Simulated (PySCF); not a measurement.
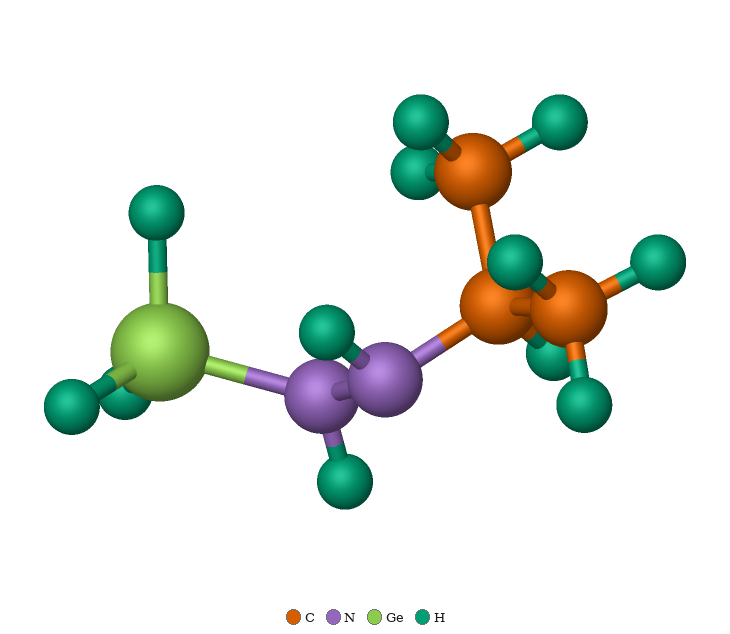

Source: calculation with PySCF.

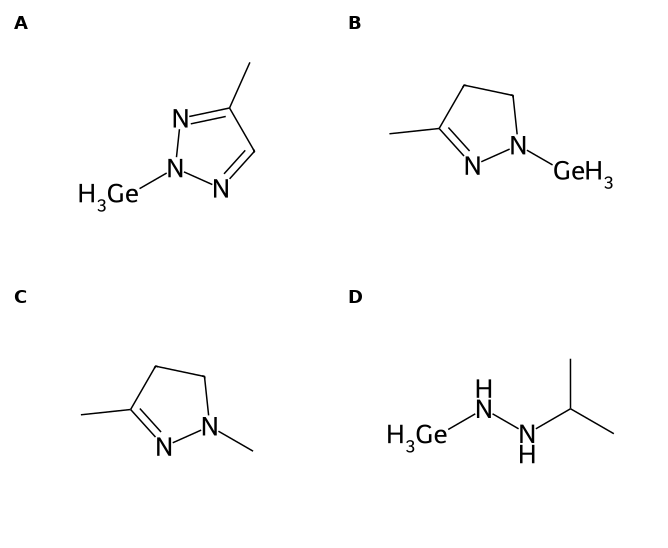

Which structural formula matches the 3D model?

Answer. D, `CC(C)N[NH][GeH3]`.
